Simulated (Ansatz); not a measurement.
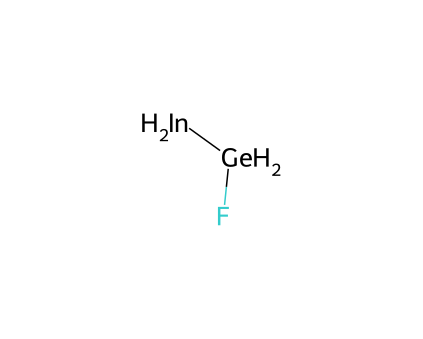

2D structure.

**Write the SMILES.**

[F][GeH2][InH2]

**Give the formula, hydrogens included.**

FGeH4In.

**An optimisation with PBE0-D4/def2-TZVP gave a structure of which point group?**

Cs.

The parts below concern this one geometry. Atoms keep their numbers from picture to picture. Computed geometry: PBE0-D4/def2-TZVP optimisation.

Levels of theory compared

Program: Ansatz 0.2.0.

At this fixed geometry, give HOMO energy (eV), dipole (D), HOMO–LUMO gap (eV) at these levels: B3LYP-D4/def2-TZVPP; PBE-D4/def2-TZVPP; r2SCAN-D4/def2-TZVPP; ωB97M-V/def2-TZVPP.

| level | HOMO energy (eV) | dipole (D) | HOMO–LUMO gap (eV) |
| --- | --- | --- | --- |
| B3LYP-D4/def2-TZVPP | −7.34 | 2.35 | 4.69 |
| PBE-D4/def2-TZVPP | −6.43 | 2.18 | 3.34 |
| r2SCAN-D4/def2-TZVPP | −6.71 | 2.27 | 3.85 |
| ωB97M-V/def2-TZVPP | −9.54 | 2.38 | 8.71 |

Charges

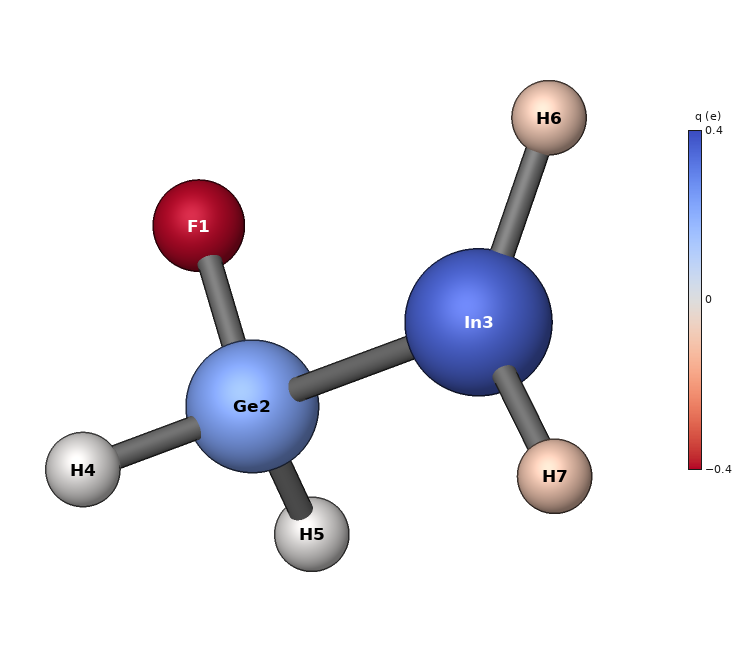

Atoms are coloured by their Mulliken charges. Level of theory: RKS PBE0-D4/def2-TZVP, core potentials on In (Ansatz 0.2.0).

Give the Mulliken charges atom by atom.

```
atom  value (e)
  F1      −0.40
 Ge2       0.22
 In3       0.36
  H4       0.00
  H5       0.00
  H6      −0.08
  H7      −0.09
```

Vibrations

Harmonic vibrations computed with RKS PBE0-D4/def2-TZVP, core potentials on In (Ansatz 0.2.0) at a stationary point of the same level.

**List the wavenumbers.**

15 modes: 70, 112, 207, 317, 330, 506, 587, 668, 671, 764, 861, 1807, 1828, 2110, 2121 cm⁻¹.

Mulliken values depend strongly on the basis set and can even reverse the polarity of a bond.
